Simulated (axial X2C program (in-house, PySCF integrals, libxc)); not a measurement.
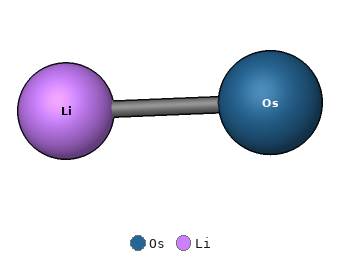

The molecule at the reference distance of 2.348 Å.

## Relativistic diatomic calculation, with input and output: OsLi

OsLi, single determinant with M_S = 3/2 and |Λ| = 0. Computed at this level: PW91, spin-free X2C-1e, Os dyall-cv3z, Li dyall-cv3z (cores contracted) (axial X2C program (in-house, PySCF integrals, libxc)).

Input:
```
{"zs": [76, 3], "q": 0, "bas": ["dyall-cv3z", "dyall-cv3z"], "levels": ["PBE0", "HF", "PW91"], "cc": true, "r0": 2.62, "thr": -2.0, "nmax": 90, "npts": 10, "nst": 2, "ntry": 6}
```

The line is the task of a batch: nuclear charges, charge, bases, the levels to run, a first guess of the distance and further settings. This report covers PW91 without spin-orbit coupling. The log is that of the reference distance 2.348 Å.

Launched within a batch (the task file carries these settings):
```bash
python <driver script> task.json out
```

Output:
```
spin-free X2C-1e  PW91
basis functions 219  fitting functions 1067  grid points 5088
iter        total energy     max residual
   1     -17264.931119110     3.37e-01
   2     -17264.934643938     1.41e-02
   3     -17264.936555160     4.85e-02
   4     -17264.936603527     5.83e-03
   5     -17264.937024674     2.69e-02
   6     -17264.937140209     9.34e-03
   7     -17264.937152854     4.14e-04
   8     -17264.937153431     9.64e-04
   9     -17264.937153940     6.52e-05
  10     -17264.937153984     1.12e-04
  11     -17264.937153996     7.20e-06
  12     -17264.937153996     1.82e-06
converged
one-electron -23783.23515638  Coulomb 6815.36873660  exact exchange 0.00000000  xc functional -348.45591483  nuclear repulsion 51.38518062
```

The points of the curve:

| R (Å) | E (hartree) | dipole (D; origin at the first atom, positive when the second is positive) | highest filled (eV) | lowest empty (eV) |
| --- | --- | --- | --- | --- |
| 2.207 | −17264.935651 | 4.07 | −3.63 | −2.79 |
| 2.278 | −17264.936976 | 4.26 | −3.53 | −2.72 |
| 2.348 | −17264.937154 | 4.45 | −3.44 | −2.67 |
| 2.430 | −17264.936297 | 4.67 | −3.35 | −2.60 |
| 2.512 | −17264.934517 | 4.91 | −3.26 | −2.55 |

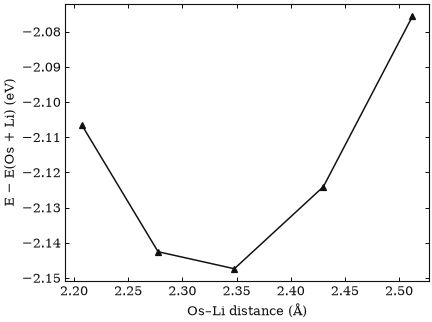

Energy at 5 bond lengths, for one set of occupations held fixed; the line joins the points. A polynomial of degree 3 through 5 points gives rₑ = 2.326 Å, ωₑ = 456.4 cm⁻¹ and Bₑ = 0.4603 cm⁻¹. The minimum lies 2.15 eV below Os + Li, each computed as one determinant at the same level.

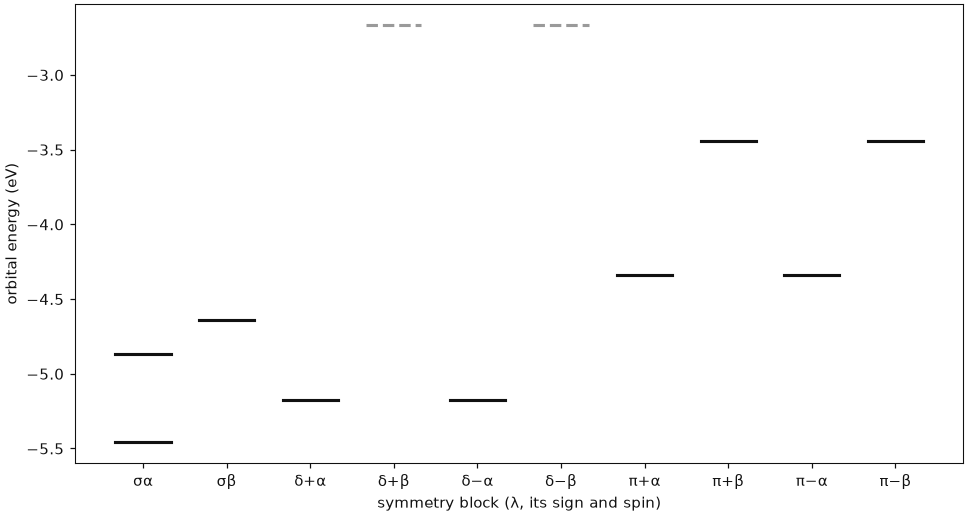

Orbital energies near the frontier at 2.35 Å, filled (solid) and empty (dashed); a label such as π−α means λ = −1 and α spin. The highest filled orbital (π+β; 90 % Os d, 8 % Li p) lies at −3.44 eV, the lowest empty one (δ−β; 99 % Os d) at −2.67 eV.

Results in brief:

- outcome: converged
- bond length rₑ: 2.326 Å
- ωₑ: 456.4 cm⁻¹
- energy at the minimum: −17264.93721 hartree
- depth below the fragments: 2.15 eV
- largest ⟨S²⟩ along the curve: 3.80
- hardware: 1 thread of INTEL XEON PLATINUM @ 2.30GHz (Emerald Rapids), 24 GiB of memory available, shared host
- wall time: 5.5 s
- peak memory: 0.63 GiB

Remarks:

Limits: 5 of the 10 points asked for were kept.
